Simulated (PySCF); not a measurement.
## Electronic structure of C6H11BClN in real space

```xyz
20

Cl    2.9756   -1.0543   -1.7063
B     2.3277   -0.6407   -0.1510
N     1.0099   -0.2769   -0.0567
C    -0.0368   -0.1565   -1.0573
C    -1.1201   -1.0877   -0.4909
C    -0.9463   -0.8944    1.0288
C     0.2105    0.1158    1.0892
C    -0.3145    1.4929    0.6522
C    -0.4844    1.3012   -0.8679
H     3.0217   -0.6775    0.7913
H     0.2964   -0.4034   -2.0623
H    -2.1134   -0.8136   -0.8405
H    -0.9246   -2.1191   -0.7823
H    -1.8433   -0.5115    1.5116
H    -0.6623   -1.8264    1.5164
H     0.7671    0.1161    2.0238
H    -1.2466    1.7482    1.1523
H     0.4192    2.2669    0.8739
H     0.1673    1.9725   -1.4259
H    -1.5080    1.4590   -1.2015
```

Geometry: GFN2-xTB.

These are results of PBE0/pcSseg-1, SCF density, gas phase, non-relativistic in PySCF, not measurements.

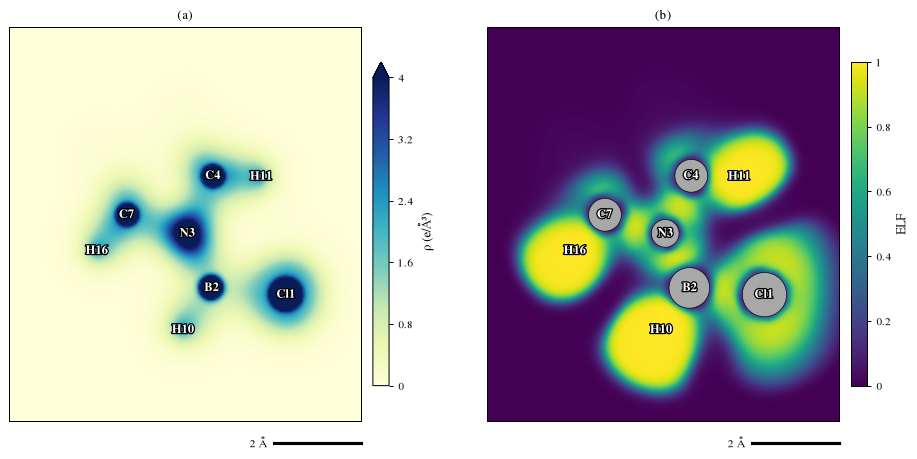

Figure 1. (a) electron density; (b) ELF on the plane of atoms N3, B2 and H10. Grey discs cover the atomic cores in the ELF map.

Interpret the plot.

- The plane passes through Cl, B, N, C and H nuclei.
- B–N (1.37 Å): ρ is about 2 e/Å³ halfway; the ELF peaks at about 0.95 between the atoms: a short, strongly polar bond.
- C–N (1.45 Å): ρ is about 1.9 e/Å³ halfway; the ELF peaks at about 0.90 between the atoms: localised, covalent bonding.
- B–Cl (1.73 Å): ρ at the midpoint is about 1.4 e/Å³; the ELF peaks at about 0.90 between the atoms; a shared but strongly polarised pair.
- C–H (1.09 Å): the density is about 2.1 e/Å³ at the midpoint; the ELF climbs to about 1 towards the hydrogen, as it does in any bond to H; a covalent bond by its length.
- B–H (1.17 Å): ρ is about 1.3 e/Å³ halfway; the ELF climbs to about 1 towards the hydrogen; a covalent bond by its length.
- The ELF also peaks beside Cl1, away from the bonds: lone-pair regions.

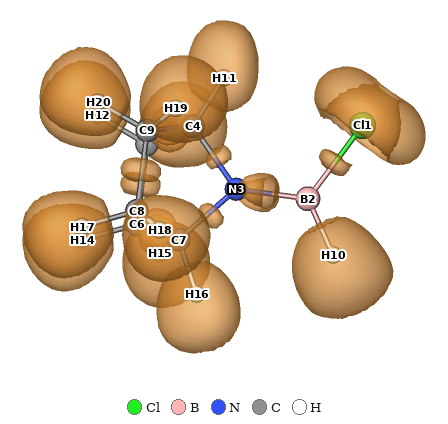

Figure 2. Isosurface of the ELF at 0.85 (orange), seen from one side. Core shells and regions of very low density are left out.

Describe the localisation domains.

The surface consists of one region between bonded B–Cl atoms (shared pairs), one region between bonded B–N atoms (shared pairs), six regions between bonded C–C atoms (shared pairs), two regions between bonded C–N atoms (shared pairs), eleven regions around hydrogen nuclei and one ring or bowl of non-bonding electrons around Cl.

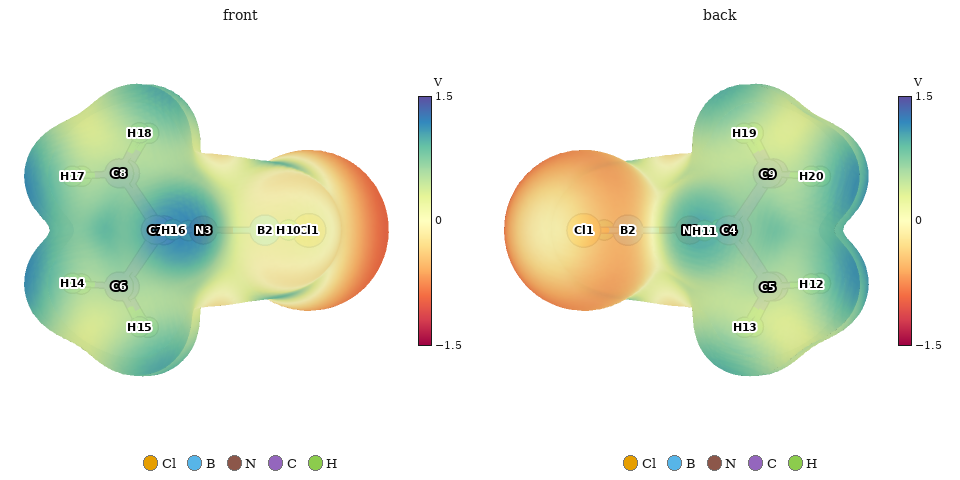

Figure 3. The electrostatic potential painted on the density surface at 0.004 e/bohr³, seen from the front and from behind; the colour scale runs from red (negative) to blue (positive).

Where is the surface potential most negative and most positive?

The most negative region (about −0.9 V) lies over Cl1, the most positive (about +1.2 V) over the H atoms.
